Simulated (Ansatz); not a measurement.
# What Cr3PdN (Pm-3m) distorts into, part 2 of 2

Wanted: the energy along a soft mode of Cr3PdN (Pm-3m) and the structure at the end.

Ansatz 0.2.0; DFT PBEsol, scalar-relativistic, plane waves, PAW; PAW set soft_1.

So far, highest frequency on the path or at a solved wavevector (cm⁻¹): step 2 (response at finite wavevector) 690. Also lowest frequency on the path (cm⁻¹): step 2 -70.5.

**6. Relaxation from the frozen mode**

Starting from the lowest point found, all atoms and the cell are let go, so that strain and other modes of the same symmetry can join in.

input.yaml reads:

```yaml
crystal:
  lattice:
    - [3.78590862, 0.0, 0.0]
    - [0.0, 3.78590862, 0.0]
    - [0.0, 0.0, 3.78590862]
  atoms:
    - { symbol: Cr, position: [0.5074709334, 0.0, 0.5074709334] }
    - { symbol: Cr, position: [0.0, 0.5074709334, 0.4925290666] }
    - { symbol: Cr, position: [0.4925290666, 0.4925290666, 0.0] }
    - { symbol: Pd, position: [0.0, 0.0, 0.0] }
    - { symbol: "N", position: [0.5, 0.5, 0.5] }
kpoints:
  mp_grid: { grid: [12, 12, 12] }
hamiltonian:
  xc: pbesol
  pseudopotentials: { kind: paw, azcp: { folder: soft_1 }, xc_functional: pbe }
scf:
  occupations: { method: methfessel_paxton, width: 0.2 }
output:
  forces: true
  stress: true
  eigenvalues: true
  write_density: true
  write_potential: true
  elf: true
  volumetric_format: npy
relax:
  adjacent_minimum: "off"
  f_tol: 0.002
  max_steps: 120
  cell: { stress_tol: 0.03 }
```

The run is started by

```bash
ansatz run input.yaml --threads 4 --pin off --max-ram 10240MiB --backend cpu --events-out ev --progress --plain --runs-dir out
```

Numbers of over 12 decimals in the logs are rounded to 6 here.

The log of the run:

```text
[...]
Crystal: 5 atoms, lattice volume = 54.264 Å³
Basis set: ecut = 420 eV, 1045 PW (Γ), exchange–correlation on 54×54×54 points (8 copies of the dense FFT grid, shifted against one another)
Bands: 39, of which v1, the nominal top of the filled ones, is band 33 counted from 1 (32 counted from 0)
Symmetry: 6 space group operations
[...]
k-points: 189 of 1728 (time reversal used)
[...]
SCF iter   1: F=—  HF=-17345.980336 eV  |F-HF|=—  |Δ(HF+E_count)|=         —  Δρ=3.54e-1  dr2=1.12e2  ethr=3.10e-3  ⟨swp⟩=3.9  Hψ=21967  notcnv=0
[...]
SCF iter  10: F=-17334.130781 eV  HF=-17334.130781 eV  |F-HF|=4.46e-8  |Δ(HF+E_count)|=   7.49e-8  S|Δr|=    0.00e0  Δρ=9.37e-6  dr2=5.91e-8  ethr=1.54e-10  ⟨swp⟩=8.6  Hψ=43588  notcnv=0
SCF 1 converged in 10 iterations: F = -17334.130781 eV  dr2 = 5.91e-8
[...]
relax step   1: F+E_penalty+E_count = -17334.13078072 eV  Δ(F+E_penalty+E_count) = +0.000e0 eV  max|allowed force component| = 1.070e-2 eV/Å  Δτ_max = 0.0000 Å  P = +0.049 GPa  Ω = 54.264 Å³  (10 SCF iters, dr2 threshold 1.00e-7 eV, accepted)
Crystal: 5 atoms, lattice volume = 54.271 Å³
[...]
iter 1 solved again at ethr=2.55e-8 eV; its pass at ethr=3.10e-3 eV (dr2=1.66e-5 eV) is discarded
[...]
SCF iter   4: F=-17334.130875 eV  HF=-17334.130875 eV  |F-HF|=2.06e-8  |Δ(HF+E_count)|=   9.23e-8  S|Δr|=    0.00e0  Δρ=8.93e-6  dr2=3.35e-8  ethr=1.89e-10  ⟨swp⟩=7.9  Hψ=41460  notcnv=0
SCF 2 converged in 4 iterations: F = -17334.130875 eV  dr2 = 3.35e-8
[...]
relax step   2: F+E_penalty+E_count = -17334.13087539 eV  Δ(F+E_penalty+E_count) = -9.467e-5 eV  max|allowed force component| = 1.161e-2 eV/Å  Δτ_max = 0.0007 Å  P = +0.011 GPa  Ω = 54.271 Å³  energy of the carried Pulay correction = -7.298e-6 eV  (4 SCF iters, dr2 threshold 1.23e-7 eV, accepted)
Crystal: 5 atoms, lattice volume = 54.278 Å³
Basis set: ecut = 420 eV, 1033 PW (Γ), exchange–correlation on 54×54×54 points (8 copies of the dense FFT grid, shifted against one another)
[...]
SCF iter   5: F=-17334.130961 eV  HF=-17334.130961 eV  |F-HF|=3.95e-9  |Δ(HF+E_count)|=   1.80e-8  S|Δr|=    0.00e0  Δρ=3.89e-6  dr2=6.18e-9  ethr=1.60e-11  ⟨swp⟩=7.0  Hψ=39830  notcnv=0
SCF 3 converged in 5 iterations: F = -17334.130961 eV  dr2 = 6.18e-9
[...]
relax step   3: F+E_penalty+E_count = -17334.13096115 eV  Δ(F+E_penalty+E_count) = -8.576e-5 eV  max|allowed force component| = 1.175e-2 eV/Å  Δτ_max = 0.0019 Å  P = -0.017 GPa  Ω = 54.278 Å³  energy of the carried Pulay correction = -1.357e-5 eV  (5 SCF iters, dr2 threshold 1.04e-8 eV, accepted)
[...]
relax step   4: F+E_penalty+E_count = -17334.13124544 eV  Δ(F+E_penalty+E_count) = -2.843e-4 eV  max|allowed force component| = 6.740e-3 eV/Å  Δτ_max = 0.0079 Å  P = -0.008 GPa  Ω = 54.282 Å³  energy of the carried Pulay correction = -1.722e-5 eV  (6 SCF iters, dr2 threshold 1.12e-8 eV, accepted)
[...]
relax step   5: F+E_penalty+E_count = -17334.13133073 eV  Δ(F+E_penalty+E_count) = -8.529e-5 eV  max|allowed force component| = 8.211e-4 eV/Å  Δτ_max = 0.0051 Å  P = -0.008 GPa  Ω = 54.286 Å³  energy of the carried Pulay correction = -2.107e-5 eV  (6 SCF iters, dr2 threshold 3.27e-8 eV, accepted)
[...]
SCF iter   6: F=-17334.131370 eV  HF=-17334.131370 eV  |F-HF|=7.28e-12  |Δ(HF+E_count)|=  7.28e-12  S|Δr|=    0.00e0  Δρ=1.59e-7  dr2=7.48e-12  ethr=1.00e-12  ⟨swp⟩=4.0  Hψ=27856  notcnv=0
SCF 6 converged in 6 iterations: F = -17334.131370 eV  dr2 = 7.48e-12
relax step   6: F+E_penalty+E_count = -17334.13137017 eV  Δ(F+E_penalty+E_count) = -3.944e-5 eV  max|allowed force component| = 8.143e-4 eV/Å  Δτ_max = 0.0000 Å  P = -0.007 GPa  Ω = 54.286 Å³  stress off target by 8.27e-3 GPa  SCF on the basis re-selected at this cell (its energy is not comparable with the rows above)  (6 SCF iters)
basis re-selected at this cell: Δ(F+E_penalty+E_count) = -3.944e-5 eV, ΔP = +0.001 GPa vs the last step (what re-selecting the basis moved, of the pressure what is left beyond the Pulay correction that the steps carried, after the strain that the cell walked since its last selection, with what the two solves' SCF thresholds leave and, on support functions, any second-order correction that the steps lacked; it is no m [...]
SCF converged after 6 iterations
[...]
Free energy (F): -17334.131370 eV
[...]
Internal energy: -17334.131589 eV  (E = F + TS)
E sigma→0 (E₀):  -17334.131425 eV
Entropy (-TS):   0.000219 eV (0.044 meV/atom)
Fermi energy:    19.364327 eV
[...]
--- Forces (eV/Å), atoms counted from 1 ---
  atom   1  Cr     0.00081433     0.00000000     0.00081433
  atom   2  Cr    -0.00000000     0.00081433    -0.00081433
  atom   3  Cr    -0.00081433    -0.00081433    -0.00000000
  atom   4  Pd    -0.00000000    -0.00000000    -0.00000000
  atom   5  N      0.00000000     0.00000000     0.00000000
  max |Σ_I F_I| component: 3.70e-17 eV/Å
--- Stress (GPa, compression-positive) ---
       -0.007045      -0.001229      -0.001229
       -0.001229      -0.007045       0.001229
       -0.001229       0.001229      -0.007045
  P = ⅓ Tr σ = -0.0070 GPa (-0.070 kbar)
--- Band table (eV; the first three rows and the last of 189) ---
  k-point 0: bands = [... 29 lower, 19.1501, 19.1501, 20.0165, 20.0165, 20.6306, 20.6306, 20.6412, 21.0553, ... 2 higher]
  k-point 1: bands = [... 29 lower, 19.1181, 19.1747, 19.9813, 20.0392, 20.4807, 20.4863, 20.6388, 21.0160, ... 2 higher]
  k-point 2: bands = [... 29 lower, 18.9786, 19.2304, 19.9039, 19.9759, 20.1470, 20.1474, 20.6304, 20.8907, ... 2 higher]
  k-point 188: bands = [... 29 lower, 19.2812, 19.2812, 19.3387, 19.7608, 19.7608, 19.7827, 20.6107, 20.6107, ... 2 higher]
--- Relaxed structure (5 steps of the walk, 5 accepted, 1 SCFs on fresh bases) ---
  F+E_penalty+E_count = -17334.13137017 eV   max|allowed force component| = 8.143e-4 eV/Å   (the final SCF, on the basis selected at the relaxed cell)
  cell:  # Å, volume = 54.2859 Å³
    - [3.786424, 0.00363315, 0.00363315]
    - [0.00363315, 3.786424, -0.00363315]
    - [0.00363315, -0.00363315, 3.786424]
  atoms:
    - { symbol: Cr, position: [0.510386, 1.0842021724855044e-19, 0.510386] }
    - { symbol: Cr, position: [2.168404344971009e-19, 0.510386, 0.489614] }
    - { symbol: Cr, position: [0.489614, 0.489614, 0] }
    - { symbol: Pd, position: [0, 0, 0] }
    - { symbol: N, position: [0.5, 0.5, 0.5] }
```

Wall time 72 s (4 threads of Arm Neoverse V1, shared host); peak memory 0.61 GiB; 4.7 min of CPU time.

The steps of the relaxation:

| step | energy less that of the first step (eV) | largest force component (eV/Å) | pressure (GPa) | volume (Å³) |
| --- | --- | --- | --- | --- |
| 1 | 0.0000 | 0.0107 | 0.05 | 54.26 |
| 2 | -0.0001 | 0.0116 | 0.01 | 54.27 |
| 3 | -0.0002 | 0.0117 | -0.02 | 54.28 |
| 4 | -0.0005 | 0.0067 | -0.01 | 54.28 |
| 5 | -0.0006 | 0.0008 | -0.01 | 54.29 |
| 6* | -0.0006 | 0.0008 | -0.01 | 54.29 |

Relaxation steps marked * repeat the geometry before them on a plane-wave basis chosen anew for their cell, so energy and pressure can jump there.

Forces are held to the 6 operations that the run works with; a distortion that breaks them can't arise in this run.

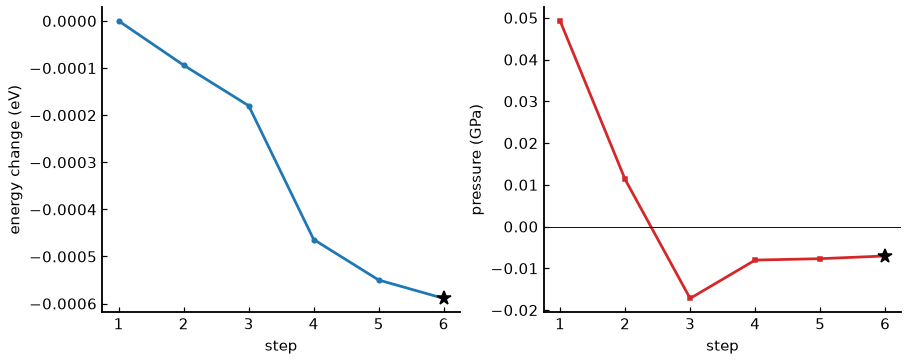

Energy and pressure along the relaxation. Stars mark steps on a basis chosen anew.

| conventional cell, symmetrised | before | after | change |
| --- | --- | --- | --- |
| a (Å) | 5.354 | 5.360 | +0.1 % |
| b (Å) | 5.354 | 5.360 | +0.1 % |
| c (Å) | 6.557 | 6.546 | -0.2 % |
| volume (Å³/atom) | 10.85 | 10.86 | +0.0 % |

The atoms that moved most (Å, as changes of fractional coordinates times the final cell):

| atom | dx | dy | dz | length |
| --- | --- | --- | --- | --- |
| Cr2 | 0.000 | 0.011 | -0.011 | 0.016 |
| Cr1 | 0.011 | 0.000 | 0.011 | 0.016 |
| Cr3 | -0.011 | -0.011 | 0.000 | 0.016 |

Final coordinates:

```xyz
5
Lattice="3.7864 0.0036 0.0036 0.0036 3.7864 -0.0036 0.0036 -0.0036 3.7864" Properties=species:S:1:pos:R:3 pbc="T T T"
Cr    1.9344    0.0000    1.9344
Cr    0.0036    1.9308    1.8520
Cr    1.8557    1.8557    0.0000
Pd    0.0000    0.0000    0.0000
N     1.8968    1.8932    1.8932
```

Numbers from this step:

```
pressure        : -0.007045 GPa
volume per atom : 10.86 Å³
```

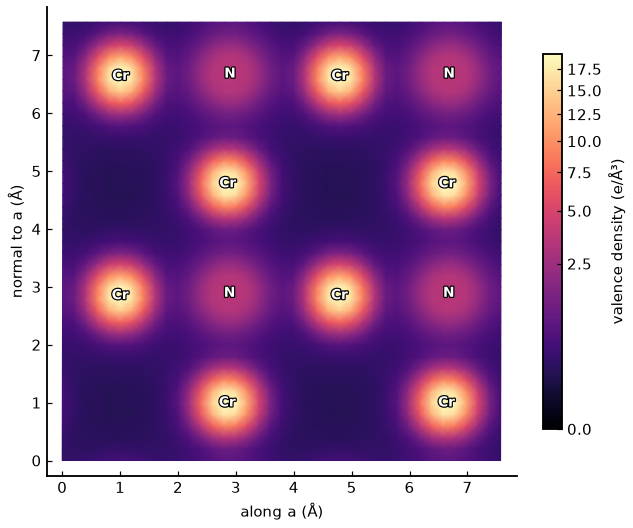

Valence density in the ac plane at fractional y = 0.490, with atoms of Cr and N within 0.2 Å of it. It is the smooth field of the valence electrons, not physical close to the nuclei. The map starts off the cell's origin, so that atoms lie inside it. The colour scale is stretched toward low values.

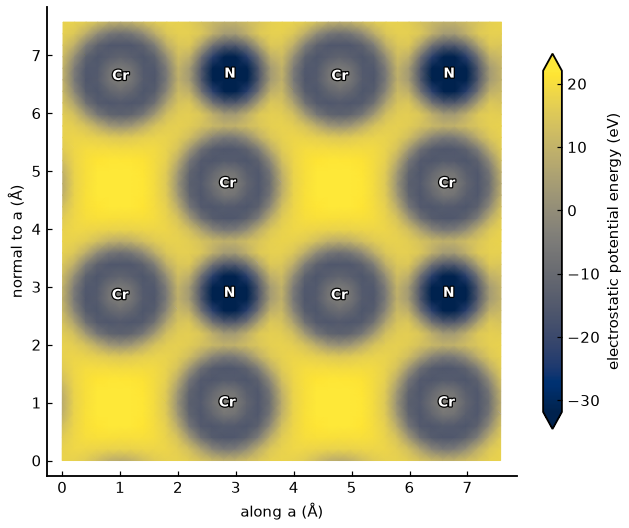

Electrostatic potential energy in the ac plane at fractional y = 0.490, with atoms of Cr and N within 0.2 Å of it. With pseudopotentials it is smooth inside the atoms' cores, unlike the true potential. The map starts off the cell's origin, so that atoms lie inside it.

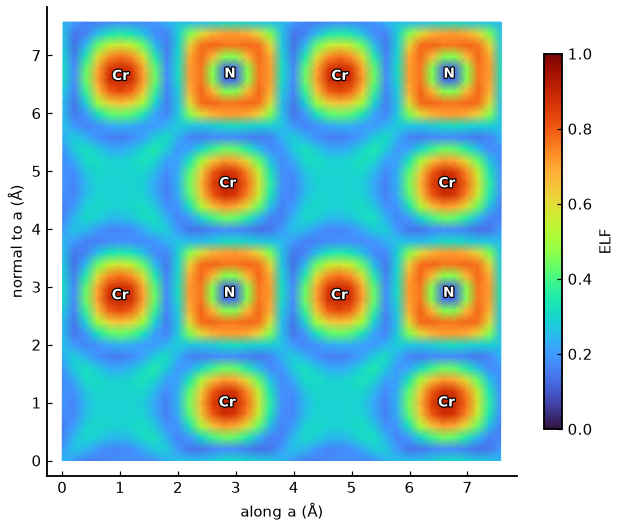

ELF in the ac plane at fractional y = 0.490, with atoms of Cr and N within 0.2 Å of it. It is the smooth field of the valence electrons, not physical close to the nuclei. The map starts off the cell's origin, so that atoms lie inside it.

The distorted start has space group R32; the relaxation ends in R32.

**7. The new phase in its own primitive cell**

The relaxed structure is symmetrised, reduced to its primitive cell and relaxed tightly, as its phonons need.

input.yaml, the sections that differ from step 6:

```yaml
crystal:
  lattice:
    - [2.6799753415, 1.5472844849, 2.1818979086]
    - [-2.6799753415, 1.5472844849, 2.1818979086]
    - [0.0, -3.0945689697, 2.1818979086]
  atoms:
    - { symbol: Cr, position: [0.0, 0.4896143247, 0.5103856753] }
    - { symbol: Cr, position: [0.5103856753, 0.0, 0.4896143247] }
    - { symbol: Cr, position: [0.4896143247, 0.5103856753, 0.0] }
    - { symbol: Pd, position: [0.0, 0.0, 0.0] }
    - { symbol: "N", position: [0.5, 0.5, 0.5] }
kpoints:
  mp_grid: { grid: [9, 9, 9] }
output:
  forces: true
  stress: true
  eigenvalues: true
relax:
  adjacent_minimum: "off"
  f_tol: 0.001
  max_steps: 60
  cell: { stress_tol: 0.01 }
# hamiltonian, scf: as in step 6
```

The log of the run:

```text
[...]
Crystal: 5 atoms, lattice volume = 54.286 Å³
Basis set: ecut = 420 eV, 1033 PW (Γ), exchange–correlation on 54×54×54 points (8 copies of the dense FFT grid, shifted against one another)
Bands: 39, of which v1, the nominal top of the filled ones, is band 33 counted from 1 (32 counted from 0)
Symmetry: 6 space group operations
[...]
k-points: 85 of 729 (time reversal used)
[...]
cell:  # Å, volume = 54.2856 Å³
    - [2.679980, 1.547287, 2.181879]
    - [-2.679980, 1.547287, 2.181879]
    - [0, -3.094575, 2.181879]
  atoms:
    - { symbol: Cr, position: [0.0, 0.489445, 0.510555] }
    - { symbol: Cr, position: [0.510555, 5.551115123125783e-17, 0.489445] }
    - { symbol: Cr, position: [0.489445, 0.510555, 0.0] }
    - { symbol: Pd, position: [0, 0, 0] }
    - { symbol: N, position: [0.500000, 0.500000, 0.500000] }
[key lines of the parts left out:]
SCF converged after 6 iterations
Free energy (F): -17334.131317 eV
Fermi energy:    19.362166 eV
P = ⅓ Tr σ = -0.0011 GPa (-0.011 kbar)
```

The job ended after 31 s (4 threads; peak memory 0.47 GiB).

Little changed from the start: no atom moved by 0.005 Å and no cell edge by 0.1 %.

Numbers from this step:

```yaml
pressure: -0.001067 GPa
```

The largest force component left is 0.011 meV/Å and the pressure is -0.001 GPa, within the tolerances set. The cell now holds 10.86 Å³/atom.

**8. Modes of the new phase, k-mesh 9×9×9**

A relaxed structure may still be a saddle point, so its zone-centre modes are computed. No field response is asked, since the mesh shows no gap.

input.yaml, the sections that differ from step 7:

```yaml
crystal:
  lattice:
    - [2.6799801797, 1.5472872782, 2.1818789973]
    - [-2.6799801797, 1.5472872782, 2.1818789973]
    - [0.0, -3.0945745564, 2.1818789973]
  atoms:
    - { symbol: Cr, position: [0.0, 0.4894448143, 0.5105551857] }
    - { symbol: Cr, position: [0.5105551857, 0.0, 0.4894448143] }
    - { symbol: Cr, position: [0.4894448143, 0.5105551857, 0.0] }
    - { symbol: Pd, position: [0.0, 0.0, 0.0] }
    - { symbol: "N", position: [0.5, 0.5, 0.5] }
output:
  eigenvalues: true
phonons:
  method: dfpt
# kpoints, hamiltonian, scf: as in step 7
# relax: removed
```

The log of the run:

```text
[...]
Crystal: 5 atoms, lattice volume = 54.286 Å³
Basis set: ecut = 420 eV, 1033 PW (Γ), exchange–correlation on 54×54×54 points (8 copies of the dense FFT grid, shifted against one another)
Bands: 39, of which v1, the nominal top of the filled ones, is band 33 counted from 1 (32 counted from 0)
Symmetry: 6 space group operations
k-points: 365 of 729 (irreducible under 1 space group operation, time reversal used)
[...]
SCF iter   1: F=—  HF=-17345.963333 eV  |F-HF|=—  |Δ(HF+E_count)|=         —  Δρ=3.53e-1  dr2=1.12e2  ethr=3.10e-3  ⟨swp⟩=3.9  Hψ=42996  notcnv=0
[...]
SCF iter  13: F=-17334.131317 eV  HF=-17334.131317 eV  |F-HF|=3.64e-12  |Δ(HF+E_count)|=  1.09e-11  S|Δr|=    0.00e0  Δρ=1.43e-7  dr2=8.13e-12  ethr=1.00e-12  ⟨swp⟩=5.6  Hψ=60218  notcnv=0
SCF 1 converged in 13 iterations: F = -17334.131317 eV  dr2 = 8.13e-12
[...]
DFPT response loops at Γ: preconditioner auto → Kerker (q_TF=auto, 2.811 Å⁻¹) (partly filled bands, converged f_vac=0.000); β = 1.00, the filter's whole step (`scf.mixing.beta` (0.50) is not read by the response loops under this deck's `scf.mixing.preconditioner`; to damp them name `kerker` or `kerker_dos`, under which they read `scf.mixing.beta`, and type it under 1.00, their step now; both keys bind the ground state too); Broyden in place of MSR1
SCF converged after 13 iterations
[...]
Free energy (F): -17334.131317 eV
[...]
Internal energy: -17334.132286 eV  (E = F + TS)
E sigma→0 (E₀):  -17334.131559 eV
Entropy (-TS):   0.000970 eV (0.194 meV/atom)
Fermi energy:    19.362166 eV
[...]
--- Band table (eV; the first three rows and the last of 365) ---
  k-point 0: bands = [... 29 lower, 19.1497, 19.1497, 20.0166, 20.0166, 20.6297, 20.6297, 20.6406, 21.0532, ... 2 higher]
  k-point 1: bands = [... 29 lower, 19.0878, 19.1891, 19.9618, 20.0363, 20.3810, 20.3830, 20.6359, 20.9824, ... 2 higher]
  k-point 2: bands = [... 29 lower, 18.7873, 19.2850, 19.7664, 19.8526, 19.9064, 19.9301, 20.6225, 20.7626, ... 2 higher]
  k-point 364: bands = [... 29 lower, 17.6315, 18.8947, 19.0661, 19.4891, 19.5677, 19.9603, 20.2191, 20.4645, ... 2 higher]
--- Phonons (Γ-DFPT): 6 representative perturbations + reference, on 365 of 729 k-points (Σ response iterations 21) ---
  k mesh reduced under 1 symmetry operation, with k and −k counted as one. Each operation leaves every solved perturbation unchanged. A smaller set is not used because it would not reduce the number of displacements times k-points to solve
  ASR residual: 7.163e-5 → 0.000e0 eV/Å²; symmetrization residual: 2.647e-5 eV/Å²
  ASR residual per site (eV/Å²): 3.82e-5 3.82e-5 4.31e-5 7.16e-5 5.90e-5
[...]
non-analytic LO–TO correction: not included (Born effective charges unavailable; polar crystals: no LO–TO splitting at Γ)
```

Elapsed: 3.4 min, on 4 threads; peak memory 2.7 GiB; 13 min of CPU time.

Numbers from this step:

| Quantity | Value |
| --- | --- |
| sum-rule residual before enforcement | 7.16e-5 eV/Å² |
| point group | 32 |
| highest optical mode at the zone centre (no LO-TO term) | 692.9 cm⁻¹ |
| lowest optical zone-centre mode | -22.55 cm⁻¹ |

Patterns of degenerate modes are one choice out of their space. Modes at Γ, with each element's share of the kinetic energy (negative means imaginary):

| mode | frequency (cm⁻¹) | symmetry | Cr % | Pd % | N % |
| --- | --- | --- | --- | --- | --- |
| 1 | -22.6 | E | 99 | 1 | 1 |
| 2 | -22.6 | E | 99 | 1 | 1 |
| 3 | 0.0 | acoustic | 56 | 38 | 5 |
| 4 | 0.0 | acoustic | 56 | 39 | 5 |
| 5 | 0.0 | acoustic | 56 | 38 | 5 |
| 6 | 96.1 | E | 72 | 10 | 18 |
| 7 | 96.1 | E | 72 | 10 | 18 |
| 8 | 97.8 | A1 | 100 | 0 | 0 |
| 9 | 98.4 | A2 | 70 | 11 | 19 |
| 10 | 200.0 | A2 | 50 | 50 | 0 |
| 11 | 202.3 | E | 49 | 51 | 0 |
| 12 | 202.3 | E | 49 | 51 | 0 |
| 13 | 687.5 | A2 | 24 | 0 | 76 |
| 14 | 692.9 | E | 24 | 0 | 76 |
| 15 | 692.9 | E | 24 | 0 | 76 |

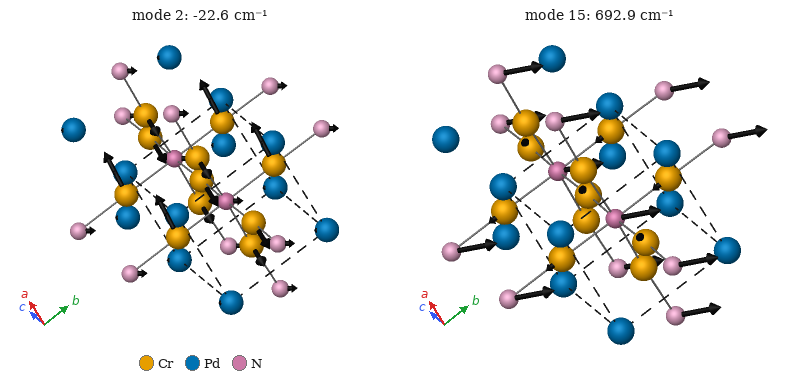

Displacement patterns of modes 2 and 15 at Γ; arrows are exaggerated. 1×1×2 cells are drawn. Some periodic images of atoms are drawn too.

Before it was imposed, the acoustic sum rule was missed by 7.2e-5 eV/Å². Small misses are needed for a sound result but don't prove that mesh and cutoff are converged. The lowest optical mode is imaginary, 22.6i cm⁻¹, so the energy falls along it.

**9. Outcome**

* unstable mode of the parent: q = (0, 0, 0), 70i cm⁻¹
* depth at the lowest point sampled: 0.336 meV/atom
* largest atomic shift at that point: 0.04 Å
* space group reached (within 0.01 Å): R32
* energy gained over the parent (first relaxation, on the mesh of the frozen mode): 0.469 meV/atom
* volume per atom, phase reached: 10.9 Å³
* lowest optical zone-centre mode, phase reached: -22.6 cm⁻¹
* highest optical mode at the zone centre (no LO-TO term), phase reached: 693 cm⁻¹

**Reading.** Along this mode the structure falls into R32, 0.469 meV/atom below the parent. At the parent's cell the well is 0.336 meV/atom deep on the steps tried, with its lowest point at a shift of 0.04 Å. Relaxing atoms and cell changes the gain by +0.13 meV/atom against the lowest step (energies at zero smearing). The new phase still has an imaginary mode at the zone centre of its cell, so it is a saddle point on the way to a lower structure. How so shallow a well moves with the k mesh was not tested. Of the 4 patterns followed to their end from this parent, this one ends 0.126 meV/atom above the lowest, P-4m2. Another end point lies within 1 meV/atom; how such a difference moves with mesh and cutoff was not tested. Each path keeps the symmetry of its pattern, so a lower phase may lie along a pattern not tried. The q mesh stands for a supercell only 7.6 Å across, so branches between the solved wavevectors are rough. With no gap, or one that is small against the smearing, the frequencies hang on the k mesh and the smearing, most of all near Kohn anomalies. The phonon runs are without spin polarisation, although the cell has an odd electron count. The PAW files were made for PBE and serve the other functionals too.

[Logs are printed without paths, hosts, clocks, repeated set-up lines and the standing remarks that a program may print on its own settings, such as how far it seeks lower states.]

[Hosts, paths, dates, database ids (printed as entryN), source tags and the programs' standing remarks are cut or masked in the printed files.]
